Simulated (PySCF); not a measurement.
```
atom   x (Å)   y (Å)    z (Å)
  Cs  0.0000  0.0000  -2.0525
  Rb  0.0000  0.0000   3.2125
```

Core potentials replace the inner electrons of Cs and Rb.

These are results of PySCF, PBE0/def2-SVP, non-relativistic Hamiltonian with scalar-relativistic core potentials where named, at a bond length of 5.265 Å, not measurements.

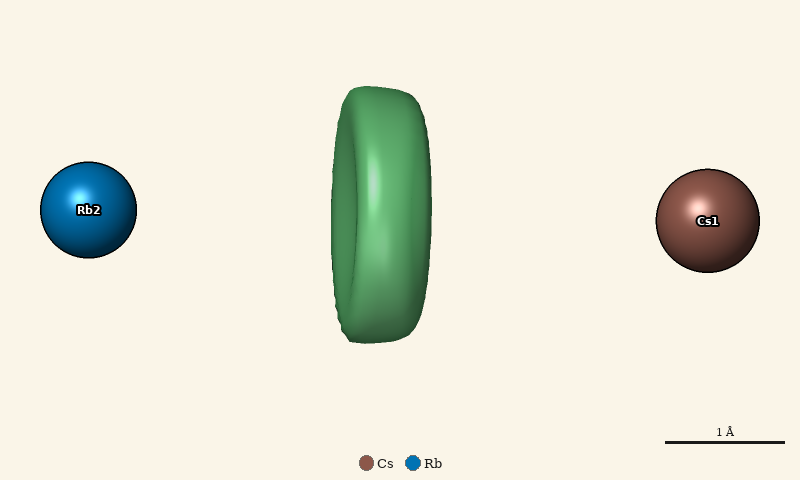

CsRb (charge +1, doublet). Isosurface of the electron localisation function at 0.75 (green), seen from one side. Only the valence region is drawn (cores and ρ < 0.01 e/Å³ removed).

Describe the localisation domains.

Answer. The surface consists of one lobe of the valence shell of Rb pointing towards Cs (polar bonds).

Values along the shortest contacts:
